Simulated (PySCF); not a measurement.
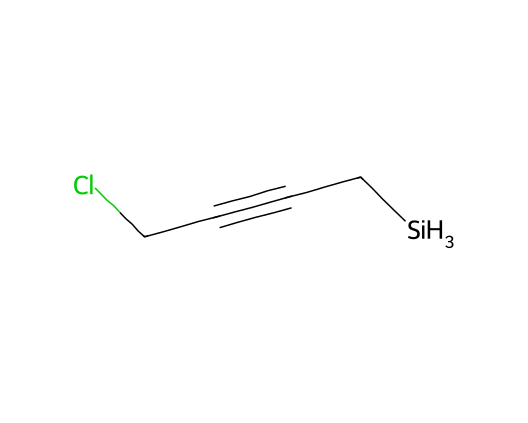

Figure made from data computed with PySCF.

A structural formula.

Question: Give its SMILES.

Answer: [SiH3]CC#CCCl

Question: What is the molecular formula?

Answer: C4H7ClSi.

Question: An optimisation with GFN2-xTB gave a structure of which point group?

Answer: Cs.
